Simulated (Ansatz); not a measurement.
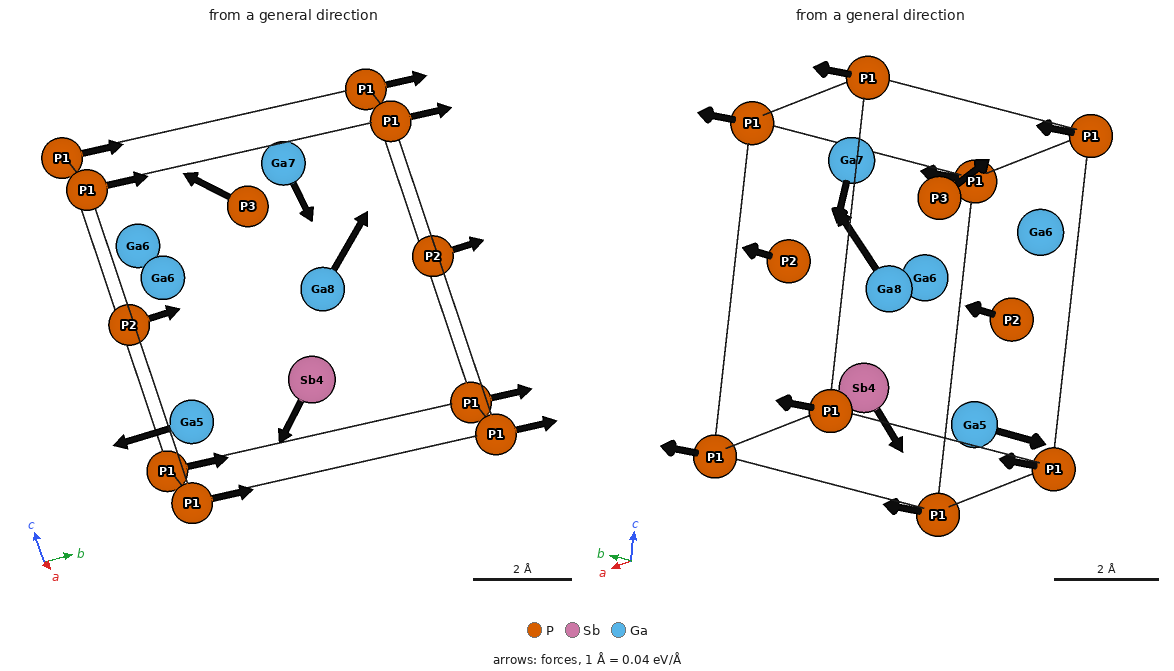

The crystal in a spheres-only representation, seen from two general directions. The cell (the run's own, in a reduced setting) is outlined; an atom on or near a face, edge or corner is repeated at each equivalent position. The arrows are the computed forces on the atoms.

System: Ga$_{4}$SbP$_{3}$. Computational set-up: DFT, PBE with spin-orbit coupling, plane waves, PAW in Ansatz, cutoff 420 eV, k-points about 0.28 Å⁻¹ apart, Fermi-Dirac smearing of 0.02 eV, no moments seeded, so the run stays non-magnetic, spinor wavefunctions.

Would an optimiser stop at this geometry?

Answer. No. The atoms still feel forces of up to about 0.057 eV/Å, above a usual threshold of 0.01 to 0.03 eV/Å.

The structure was taken from a structure type filled with these elements by a generator (whether the compound takes this form wasn't checked). Earlier steps of the study, as a rule a relaxation of our own, may have changed the cell and positions, so they can lie some per cent off the listed ones. It was the input of a calculation with Ansatz.
